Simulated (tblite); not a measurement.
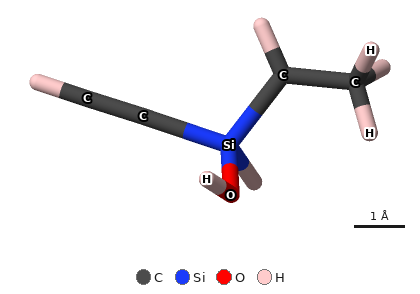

Figure 1. The starting structure (stick view, seen at a tilt). Bond lengths as drawn: C–C 1.21 to 1.49 Å, C–H 1.06 to 1.10 Å, C–Si 1.82 to 1.86 Å, H–O 0.97 Å, H–Si 1.48 Å and O–Si 1.66 Å.

**Run report: C$_{4}$H$_{7}$OSi, geometry relaxation**

The run: geometry relaxation of C$_{4}$H$_{7}$OSi, multiplicity 2. Method and program: GFN2-xTB geometry optimisation, gas phase (tblite 0.8.0).

It belongs to a series of runs on one base structure; here: H removed from sp3 C.

## Output
```
step      E/eV     max force
  0    -484.58317    1.083
  1    -484.59006    2.622
  2    -484.62407    0.578
  3    -484.63751    0.418
  4    -484.66041    0.502
  5    -484.67595    0.557
  6    -484.68651    0.387
  7    -484.69509    0.229
  8    -484.70108    0.208
  9    -484.70458    0.158
 10    -484.70676    0.132
 11    -484.70894    0.131
 12    -484.71133    0.162
 13    -484.71324    0.124
 14    -484.71434    0.070
 15    -484.71505    0.069
 16    -484.71587    0.093
 17    -484.71678    0.094
 18    -484.71743    0.050
 19    -484.71778    0.037
 20    -484.71806    0.046
 21    -484.71845    0.065
 22    -484.71907    0.078
 23    -484.71994    0.097
 24    -484.72092    0.104
 25    -484.72176    0.077
 26    -484.72244    0.079
 27    -484.72319    0.070
 28    -484.72406    0.094
 29    -484.72486    0.077
 30    -484.72550    0.077
 31    -484.72607    0.086
 32    -484.72676    0.087
 33    -484.72767    0.098
 34    -484.72849    0.077
 35    -484.72900    0.055
 36    -484.72935    0.051
 37    -484.72982    0.061
 38    -484.73059    0.094
 39    -484.73155    0.092
 40    -484.73236    0.080
 41    -484.73290    0.068
 42    -484.73334    0.064
 43    -484.73392    0.092
 44    -484.73463    0.086
 45    -484.73524    0.057
 46    -484.73565    0.056
 47    -484.73598    0.052
 48    -484.73642    0.073
 49    -484.73716    0.074
 50    -484.73773    0.066
 51    -484.73812    0.051
 52    -484.73845    0.051
 53    -484.73880    0.052
 54    -484.73920    0.049
 55    -484.73966    0.053
 56    -484.74021    0.070
 57    -484.74072    0.057
 58    -484.74119    0.076
 59    -484.74155    0.044
 60    -484.74189    0.038
 61    -484.74219    0.050
 62    -484.74264    0.062
 63    -484.74300    0.065
 64    -484.74338    0.059
 65    -484.74384    0.069
 66    -484.74447    0.071
 67    -484.74516    0.093
 68    -484.74576    0.066
 69    -484.74631    0.066
 70    -484.74681    0.072
 71    -484.74737    0.170
 72    -484.74814    0.092
 73    -484.74939    0.063
 74    -484.75041    0.077
 75    -484.75164    0.091
 76    -484.75262    0.101
 77    -484.75320    0.056
 78    -484.75345    0.074
 79    -484.75392    0.065
 80    -484.75452    0.042
 81    -484.75501    0.031
 82    -484.75522    0.028
 83    -484.75533    0.025
 84    -484.75542    0.024
 85    -484.75552    0.023
 86    -484.75561    0.034
 87    -484.75568    0.022
 88    -484.75573    0.021
 89    -484.75579    0.023
 90    -484.75585    0.019
 91    -484.75592    0.017
 92    -484.75598    0.017
 93    -484.75601    0.013
 94    -484.75604    0.009
```

## Trajectory as extended XYZ (Å, eV, eV/Å), 8 of the 95 frames kept, from step=0 to step=94
```
13
Properties=species:S:1:pos:R:3:forces:R:3 step=0 energy=-484.58317
C     3.2527    0.1215    0.9879   -0.9910  -0.1920  -0.1030
C     2.0713   -0.1368    0.8884    1.0610   0.2100   0.0450
Si    0.2628   -0.5628    0.7536    0.1660  -0.7920   0.5670
O     0.0489   -2.0338    0.0210    0.4840   0.2740  -0.0420
C    -0.6128    0.7158   -0.2014   -0.3660   0.4530  -0.4370
C    -2.0859    0.6863   -0.4244    0.2560   0.0890   0.0230
H     4.2810    0.3629    1.0695   -0.2610  -0.0700  -0.0110
H    -0.3445   -0.6165    2.1026    0.1890  -0.3210  -0.1920
H     0.5717   -2.1780   -0.7778   -0.3460  -0.0720   0.4020
H    -0.0384    1.5704   -0.5330   -0.4310   0.1790  -0.1120
H    -2.3106    0.9317   -1.4657   -0.0900   0.1460   0.0890
H    -2.5271   -0.2941   -0.2059    0.2750   0.2500   0.0460
H    -2.5734    1.4339    0.2244    0.0530  -0.1550  -0.2760
13
Properties=species:S:1:pos:R:3:forces:R:3 step=13 energy=-484.71324
C     3.2373    0.1293    0.9813    0.0140   0.0320  -0.0060
C     2.0637   -0.1056    0.8812    0.0210   0.0540  -0.0230
Si    0.2678   -0.5527    0.7650    0.0200  -0.0260  -0.0140
O     0.1121   -2.0461    0.1127    0.0170  -0.0100  -0.0710
C    -0.6044    0.7532   -0.2274   -0.0290   0.0440  -0.0300
C    -2.0697    0.7078   -0.4447    0.1090  -0.0150   0.0010
H     4.2620    0.3540    1.0655    0.0100  -0.0030   0.0000
H    -0.2984   -0.7905    2.0889   -0.0270  -0.0100   0.0590
H     0.5048   -2.2402   -0.7355   -0.0580  -0.0440   0.0470
H    -0.1128    1.6618   -0.5551   -0.0510  -0.0860   0.0730
H    -2.3261    0.9579   -1.4767   -0.0020   0.0610   0.0040
H    -2.4750   -0.2750   -0.2120    0.0020   0.0300   0.0240
H    -2.5656    1.4467    0.1959   -0.0250  -0.0260  -0.0640
13
Properties=species:S:1:pos:R:3:forces:R:3 step=27 energy=-484.72319
C     3.2328    0.1749    0.9587   -0.0030  -0.0380  -0.0020
C     2.0639   -0.0812    0.8478    0.0180  -0.0200  -0.0040
Si    0.2766   -0.5806    0.7637    0.0450  -0.0040   0.0530
O     0.1158   -2.0834    0.1400   -0.0510   0.0120   0.0220
C    -0.6068    0.7431   -0.1906    0.0390  -0.0200  -0.0050
C    -2.0576    0.7150   -0.4601   -0.0330  -0.0120  -0.0330
H     4.2588    0.3931    1.0518   -0.0260   0.0420  -0.0180
H    -0.2595   -0.8127    2.1059    0.0080  -0.0240  -0.0030
H     0.4195   -2.3170   -0.7325    0.0060   0.0310  -0.0030
H    -0.1180    1.6701   -0.4484    0.0510   0.0420   0.0170
H    -2.2667    0.9836   -1.4975   -0.0170   0.0300  -0.0600
H    -2.4873   -0.2612   -0.2560   -0.0190  -0.0450   0.0260
H    -2.5757    1.4568    0.1565   -0.0200   0.0060   0.0100
13
Properties=species:S:1:pos:R:3:forces:R:3 step=40 energy=-484.73236
C     3.2196    0.2139    0.9111   -0.0220  -0.0340  -0.0020
C     2.0712   -0.1301    0.8223   -0.0020   0.0260   0.0120
Si    0.2753   -0.6147    0.8019    0.0390  -0.0180   0.0060
O     0.0304   -2.1018    0.1687    0.0310   0.0160  -0.0270
C    -0.5960    0.7354   -0.1273    0.0140   0.0220  -0.0460
C    -2.0271    0.7102   -0.4987    0.0280   0.0150   0.0160
H     4.2302    0.5034    0.9832   -0.0400  -0.0100  -0.0280
H    -0.1955   -0.8578    2.1649   -0.0200  -0.0020   0.0250
H     0.3162   -2.3267   -0.7129   -0.0220   0.0100   0.0230
H    -0.1043    1.6850   -0.2879   -0.0060   0.0010   0.0050
H    -2.1768    1.0028   -1.5414    0.0520  -0.0060  -0.0360
H    -2.4740   -0.2680   -0.3402    0.0170  -0.0060   0.0190
H    -2.5734    1.4490    0.0957   -0.0720  -0.0140   0.0330
13
Properties=species:S:1:pos:R:3:forces:R:3 step=54 energy=-484.73920
C     3.1935    0.2348    0.8456    0.0040   0.0100  -0.0100
C     2.0543   -0.1457    0.8304   -0.0060  -0.0110   0.0070
Si    0.2631   -0.6350    0.8618   -0.0170   0.0300   0.0040
O    -0.0258   -2.1014    0.2014   -0.0020   0.0290   0.0390
C    -0.5833    0.7556   -0.0337   -0.0010  -0.0460  -0.0070
C    -1.9735    0.7018   -0.5299   -0.0360  -0.0220  -0.0170
H     4.1904    0.5702    0.8518    0.0410  -0.0220  -0.0030
H    -0.1786   -0.9025    2.2319   -0.0040   0.0050  -0.0190
H     0.1893   -2.3059   -0.7037    0.0120   0.0160  -0.0210
H    -0.0986    1.7165   -0.1277   -0.0070   0.0240   0.0260
H    -2.0309    1.0103   -1.5780    0.0190   0.0070  -0.0070
H    -2.3919   -0.2969   -0.4335   -0.0190  -0.0210  -0.0060
H    -2.6126    1.3987    0.0228    0.0160   0.0000   0.0130
13
Properties=species:S:1:pos:R:3:forces:R:3 step=67 energy=-484.74516
C     3.2013    0.2147    0.7880    0.0650   0.0240  -0.0110
C     2.0548   -0.1346    0.8670   -0.0730  -0.0490  -0.0290
Si    0.2588   -0.6168    0.9226    0.0160   0.0290   0.0000
O    -0.0399   -2.0689    0.2341    0.0150   0.0300  -0.0170
C    -0.5979    0.7688    0.0342    0.0070   0.0470  -0.0050
C    -1.9423    0.6705   -0.5704    0.0020   0.0020   0.0020
H     4.2063    0.5236    0.7222   -0.0210  -0.0270   0.0270
H    -0.1887   -0.8948    2.2882    0.0330  -0.0070  -0.0090
H     0.1200   -2.2218   -0.6938    0.0080  -0.0030   0.0440
H    -0.1770    1.7656    0.0394   -0.0010  -0.0450   0.0180
H    -1.9315    1.0141   -1.6080    0.0070   0.0310  -0.0360
H    -2.3279   -0.3450   -0.5434   -0.0010  -0.0370   0.0190
H    -2.6404    1.3251   -0.0408   -0.0580   0.0050  -0.0020
13
Properties=species:S:1:pos:R:3:forces:R:3 step=81 energy=-484.75501
C     3.2232    0.1564    0.7191    0.0210  -0.0070   0.0030
C     2.0588   -0.1210    0.8236   -0.0170  -0.0120  -0.0190
Si    0.2572   -0.5641    0.9705    0.0110   0.0180   0.0040
O    -0.0666   -2.0101    0.2830   -0.0080   0.0120   0.0150
C    -0.6733    0.8121    0.1438   -0.0220   0.0130   0.0090
C    -1.9246    0.6478   -0.6280   -0.0080  -0.0140  -0.0100
H     4.2453    0.3954    0.6344   -0.0170   0.0070   0.0040
H    -0.0783   -0.8612    2.3642   -0.0140   0.0100  -0.0170
H     0.0879   -2.1563   -0.6455    0.0050  -0.0230  -0.0200
H    -0.3541    1.8355    0.2835   -0.0120  -0.0070  -0.0040
H    -1.8130    1.0526   -1.6399    0.0090  -0.0070   0.0180
H    -2.2219   -0.3966   -0.6996    0.0260   0.0080   0.0000
H    -2.7450    1.2100   -0.1701    0.0260   0.0020   0.0160
13
Properties=species:S:1:pos:R:3:forces:R:3 step=94 energy=-484.75604
C     3.2268    0.1452    0.7100    0.0020   0.0010  -0.0060
C     2.0607   -0.1281    0.8063   -0.0050  -0.0010   0.0020
Si    0.2572   -0.5544    0.9704    0.0000  -0.0040  -0.0030
O    -0.0825   -1.9985    0.2867   -0.0010   0.0010   0.0030
C    -0.6837    0.8237    0.1614    0.0060  -0.0010  -0.0010
C    -1.9172    0.6440   -0.6333    0.0010   0.0010  -0.0010
H     4.2483    0.3847    0.6249    0.0000   0.0010   0.0020
H    -0.0763   -0.8450    2.3651   -0.0020  -0.0010   0.0020
H     0.0890   -2.1637   -0.6360    0.0030  -0.0010   0.0020
H    -0.3892    1.8506    0.3229    0.0040   0.0050   0.0010
H    -1.7950    1.0594   -1.6389    0.0000   0.0070  -0.0010
H    -2.1900   -0.4051   -0.7189   -0.0040  -0.0070  -0.0030
H    -2.7525    1.1876   -0.1813   -0.0040  -0.0010   0.0020
```

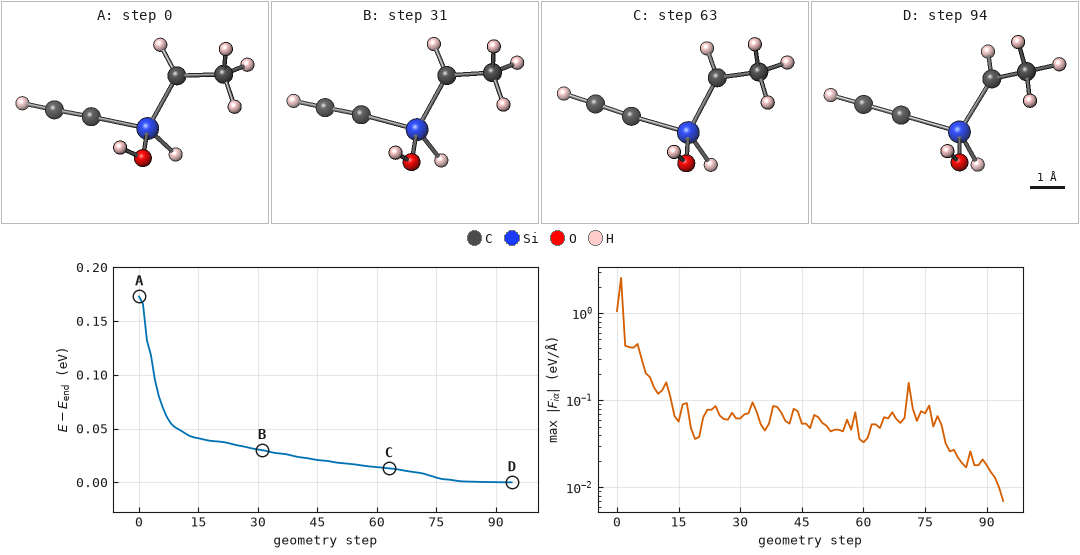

Figure 2. Frames of the relaxation (ball-and-stick view, seen at a tilt) above the curves, on which the letters mark them (steps are counted from 0).

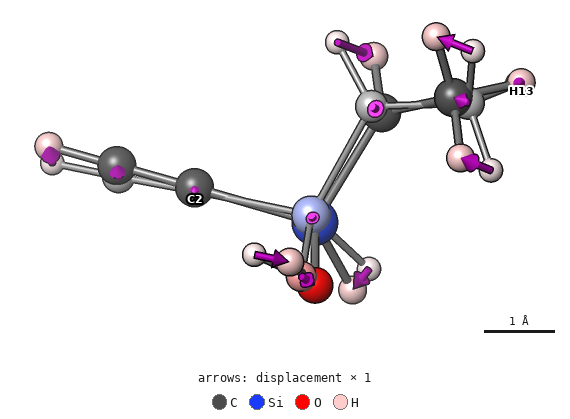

Figure 3. Start (faint) and end (solid) with the displacements as pink arrows, at true length (ball-and-stick view, seen at a tilt). The two geometries are laid on each other by the best rigid fit. After 94 geometry steps the energy has fallen by 0.173 eV. The largest force component goes from 1.1 to 0.007 eV/Å. The atom that moves furthest after the best rigid fit is H10 (0.94 Å). Largest moves by element: H 0.94 Å, C 0.37 Å, O 0.33 Å, Si 0.23 Å. Among the contacts that change: Si3–C5 1.820 → 1.854 Å, Si3–O4 1.657 → 1.633 Å, Si3–H8 1.480 → 1.463 Å, O4–H9 0.966 → 0.953 Å. Among the angles that change: C5–Si3–H8 107.8° → 116.6°, O4–Si3–H8 108.5° → 100.1°, Si3–O4–H9 115.4° → 121.4°. (Atoms are counted from 1 in the order of the input.)

This output came from the following input.

## Input
```
{"job": {"kind": "relax", "xc": "GFN2-xTB", "basis": "xTB"}, "charge": 0, "multiplicity": 2}
C      3.252700     0.121500     0.987900
C      2.071300    -0.136800     0.888400
Si     0.262800    -0.562800     0.753600
O      0.048900    -2.033800     0.021000
C     -0.612800     0.715800    -0.201400
C     -2.085900     0.686300    -0.424400
H      4.281000     0.362900     1.069500
H     -0.344500    -0.616500     2.102600
H      0.571700    -2.178000    -0.777800
H     -0.038400     1.570400    -0.533000
H     -2.310600     0.931700    -1.465700
H     -2.527100    -0.294100    -0.205900
H     -2.573400     1.433900     0.224400
```

The first line tells a small driver script what to run in tblite; the rest is the geometry in Å.

Launch command:
```bash
OMP_NUM_THREADS=1 python <driver script> task.json out
```

## Results in brief

- outcome: converged
- total energy: −484.7560 eV
- hardware: 1 CPU thread, shared host
- peak memory: 0.18 GiB
